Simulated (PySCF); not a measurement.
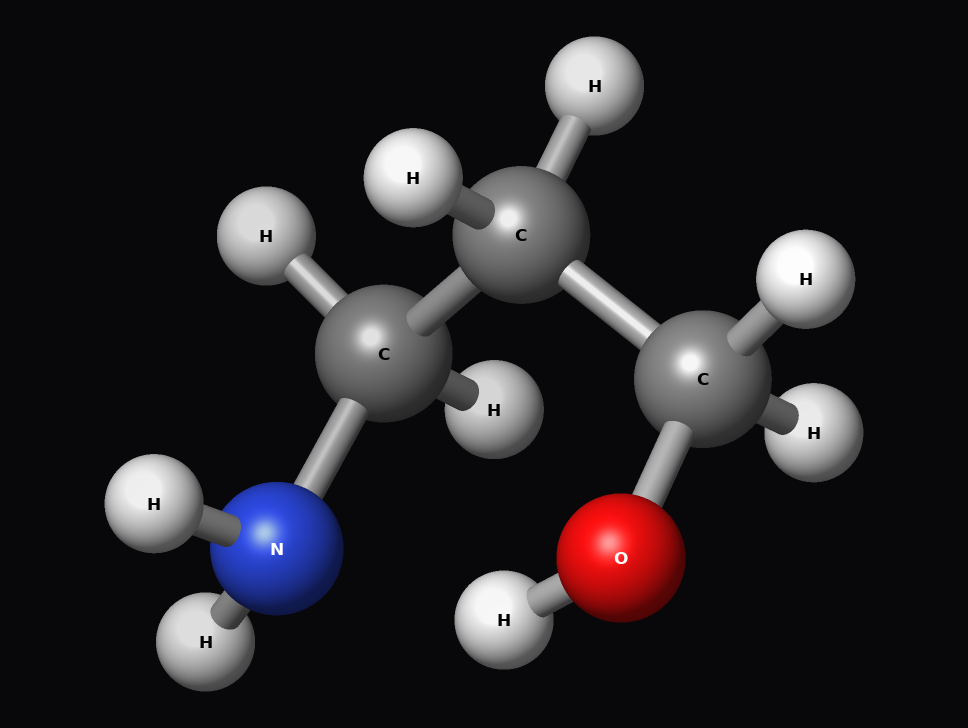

Rendered structure (ball-and-stick style).

Describe the molecule.

It has 14 atoms: 3 carbon, 9 hydrogen, 1 nitrogen and 1 oxygen (C3H9NO). SMILES: `NCCCO`. It has no ring. Among its groups: alcohol, primary amine. The point group is C1. Coordination: 1 N trigonal pyramidal; 3 C tetrahedral; 1 O bent.

More results for the same structure follow; atom numbers are the same in all pictures, views and colours differ. The computed structure is the end point of a PBE0-D3(BJ)/def2-SVP optimisation. No frequency run is at hand to confirm it as a minimum.

## Shape

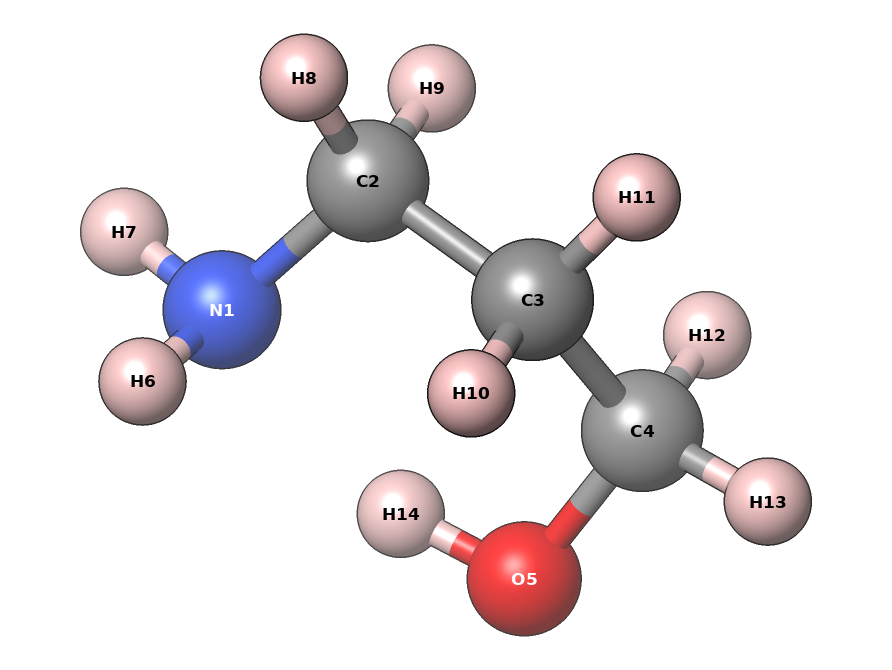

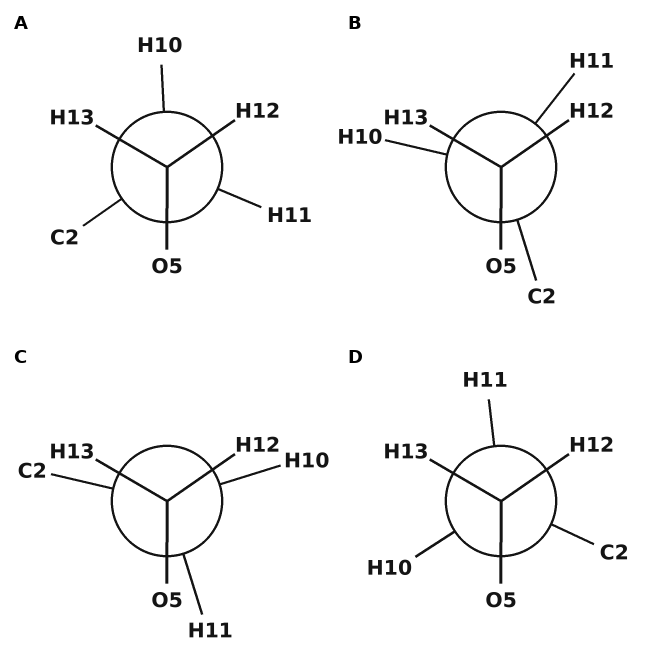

Depth is shown by fading: the farther an atom, the more it takes the colour of the background. Bonds that would overlap in a projection are set slightly apart. No frequency run is at hand to confirm it as a minimum.

> Which Newman projection shows the view along C4–C3, with C4 in front?

D. The torsion angle O5–C4–C3–C2 is −65°, synclinal (gauche).

## Excitation

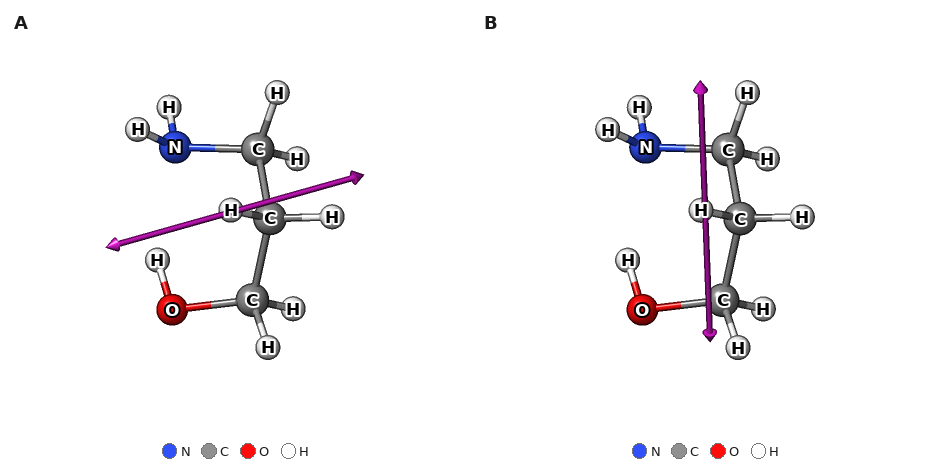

The double arrows show the directions of two transition dipoles from the ground state (lengths mean nothing). No frequency run is at hand to confirm it as a minimum. Properties computed with TDDFT CAM-B3LYP/def2-SVPD, vertical, gas phase, core orbitals frozen in the response (PySCF 2.14.0).

> One belongs to singlet state 3 and one to singlet state 5. Which is which?

A: state 5, 7.90 eV (157 nm), oscillator strength 0.033, mainly HOMO−1 → LUMO+1 (weight 0.52).
B: state 3, 7.65 eV (162 nm), oscillator strength 0.025, of mixed character, with the largest part HOMO → LUMO+1 (weight 0.34).

## NMR shielding

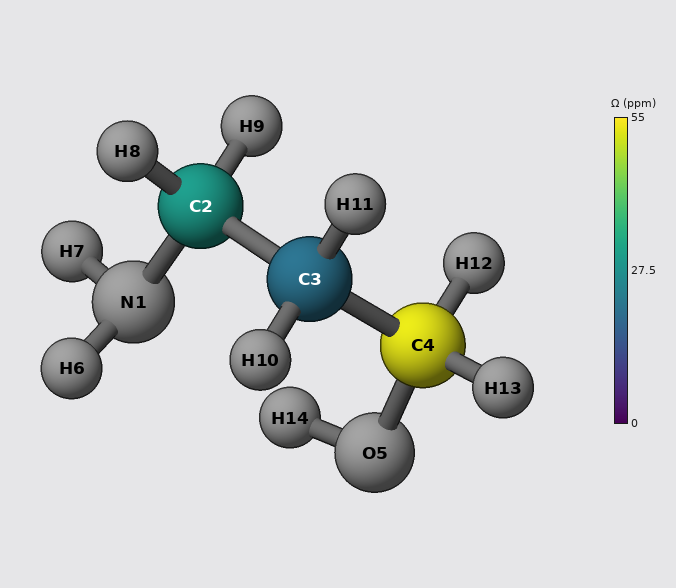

The C atoms are coloured by the span of their shielding tensor. No frequency run is at hand to confirm it as a minimum. Level of theory: GIAO PBE0/pcSseg-1 NMR shielding, non-relativistic, gas phase (PySCF 2.14.0). Principal shieldings σ11 ≤ σ22 ≤ σ33, span Ω = σ33 − σ11, skew κ = 3(σiso − σ22)/Ω.

> Which C atom has the most anisotropic shielding?

C4, with a span of 53 ppm.

Give the shielding tensors of the C atoms.

```tsv
atom	σ11	σ22	σ33	σiso	Ω	κ
C2	121.1	138.6	151.1	137.0	30.0	−0.16
C3	136.2	154.2	157.0	149.2	20.8	−0.73
C4	95.3	107.4	148.0	116.9	52.7	0.54
```

Shieldings and span in ppm.

## Spin–spin coupling

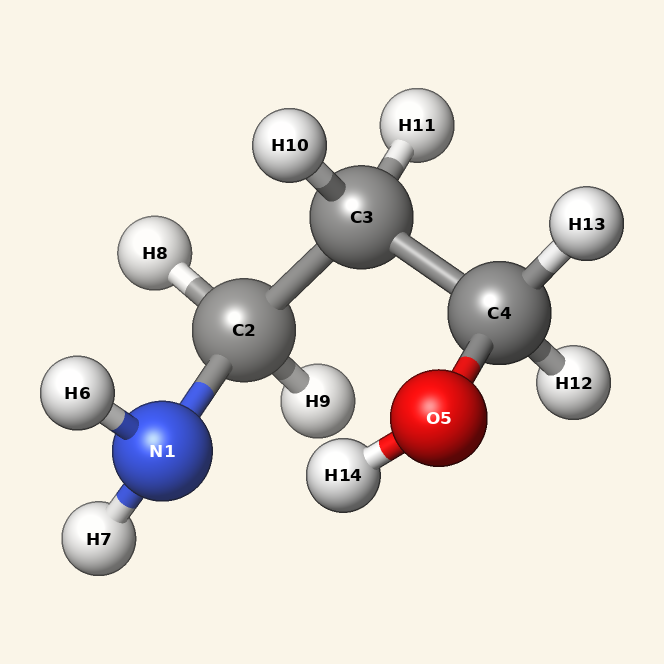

No frequency run is at hand to confirm it as a minimum. Properties computed with B3LYP/pcJ-1 indirect spin-spin coupling, non-relativistic, gas phase (PySCF 2.14.0). Isotopes: 13C, 1H, 15N, 17O.

Give the spin–spin coupling constants of these pairs, with the number of bonds between them: N1/H6, N1/H9, N1/C3, N1/H10, N1/H11.

```tsv
pair	bonds apart	J (Hz)
N1, H6	1	−66.3
N1, H9	2	−3.1
N1, C3	2	−1.7
N1, H10	3	−2.3
N1, H11	3	−7.9
```
